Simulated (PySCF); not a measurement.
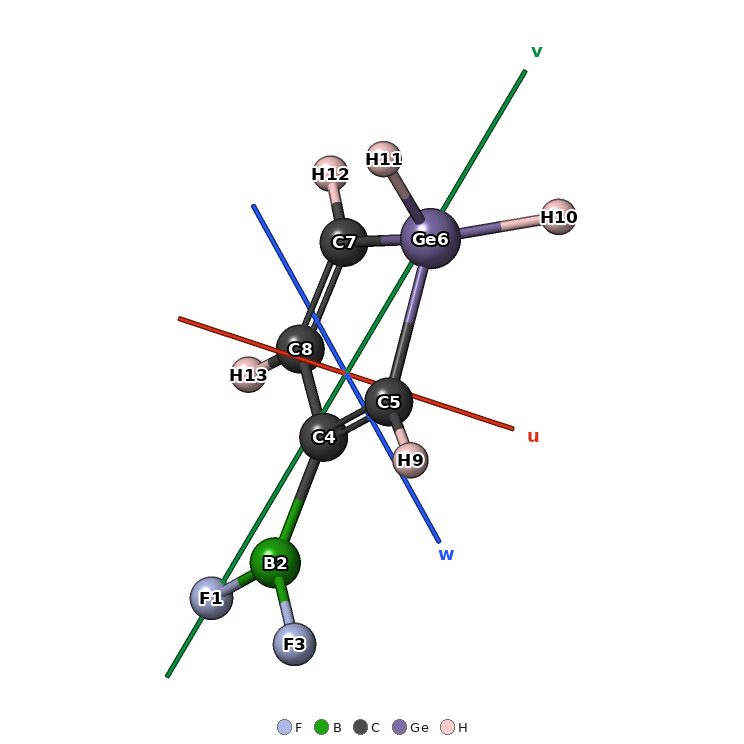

The lines u, v and w are the principal axes of the static dipole polarisability. Computed geometry: GFN2-xTB optimisation. No frequency run is at hand to confirm it as a minimum. Level of theory: B3LYP/def2-SVPD (PySCF 2.14.0).

### Along which axis is the molecule most polarisable, and along which least?

Most along v (close to the long direction F1···Ge6), least along u.

### Give the three principal values.

u 60.6, v 113.3, w 85.4 bohr³; mean 86.4, anisotropy 45.7 bohr³.

The geometry is semi-empirical. Around B, Ge such bond lengths and angles can be off by a tenth of an ångström or more and by several degrees, and values that hang on the shape move with them.
